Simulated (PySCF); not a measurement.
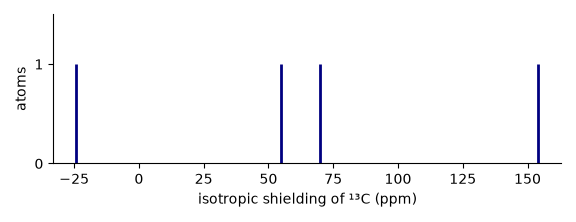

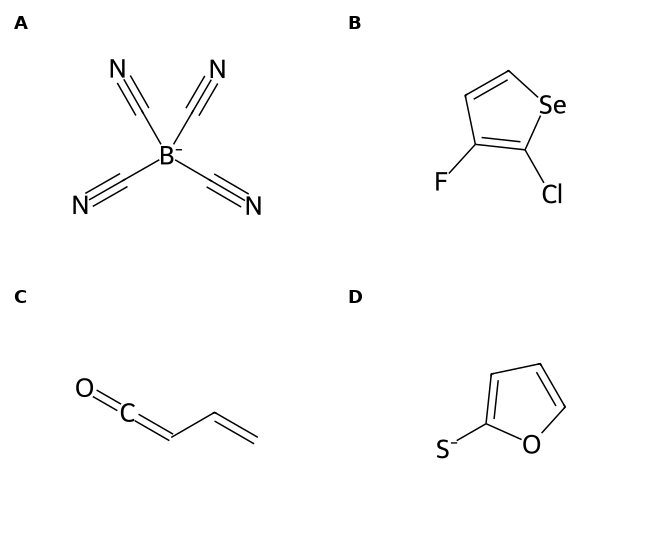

The sticks are computed shieldings of one of the molecules, for one fixed geometry (PBE0-D3(BJ)/def2-SVP) without averaging over rotations. Low shielding means a high chemical shift. Method: GIAO PBE0/pcSseg-1 NMR shielding, non-relativistic, gas phase (PySCF 2.14.0).

Match the spectrum to a structure.

C, `C=CC=C=O`. Its 4 C atoms give lines at −24.2, 54.9, 69.9, 154.2 ppm.

The geometry is semi-empirical. Around Se such bond lengths and angles can be off by a tenth of an ångström or more and by several degrees, and values that hang on the shape move with them.
